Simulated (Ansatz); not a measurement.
Input

```
crystal:
  periodic: [false, false, false]
  atoms:
    - { symbol: Zr, position_ang: [-0.622615, -0.443727, -0.589139] }
    - { symbol: F, position_ang: [-0.175147, 0.833821, 2.283283] }
    - { symbol: O, position_ang: [1.241062, -0.700446, -0.291834] }
    - { symbol: H, position_ang: [2.163108, -0.64967, -0.041837] }
    - { symbol: O, position_ang: [-1.097105, 1.362468, -0.951118] }
    - { symbol: H, position_ang: [-1.211947, 2.309752, -1.018212] }
    - { symbol: Cl, position_ang: [-1.226804, -1.682302, -2.522579] }
    - { symbol: O, position_ang: [-1.713594, -1.203302, 0.942502] }
    - { symbol: H, position_ang: [-2.597926, -1.570917, 1.019515] }
    - { symbol: H, position_ang: [-0.805233, 0.165823, 2.402221] }
basis:
  gaussian: { orbitals: def2-SVP }
hamiltonian:
  xc: pbe0
relax:
  f_tol: 0.03
  max_steps: 50
output:
  orbitals: {}
```

Launched as:

```sh
ansatz run input.yaml --threads 4 --pin off --max-ram 5120MiB --backend cpu --events-out ev --progress --plain --runs-dir out
```

The fields are those of the run's last geometry, not of the input's.

Core potentials replace the inner electrons of Zr.

These are results of Ansatz, RKS PBE0/def2-SVP, not measurements.

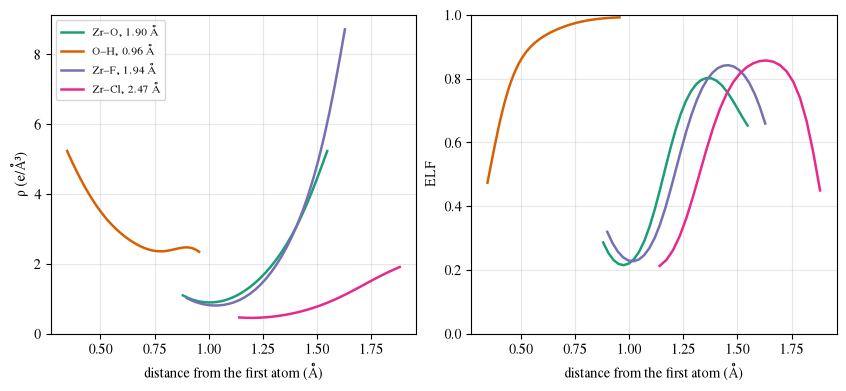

ClFH$_{4}$O$_{3}$Zr. Electron density and electron localisation function along straight lines between neighbouring atoms. The curves leave out the atomic cores.

Compare the contacts.

Zr–O (1.90 Å): the density is about 0.93 e/Å³ at the midpoint; the ELF peaks at about 0.80 in the valence shell of O, 0.5 Å from its nucleus, and drops to about 0.20 between the two atoms.
O–H (0.96 Å): ρ is about 3.7 e/Å³ halfway; the ELF climbs to about 1 towards the hydrogen, as it does in any bond to H: a covalent bond by its length.
Zr–F (1.94 Å): ρ is about 0.85 e/Å³ halfway; the ELF is about 0.25 at the midpoint.
Zr–Cl (2.47 Å): the density is about 0.46 e/Å³ at the midpoint; the ELF peaks at about 0.85 in the valence shell of Cl, 0.8 Å from its nucleus, and is about 0.30 at the midpoint.
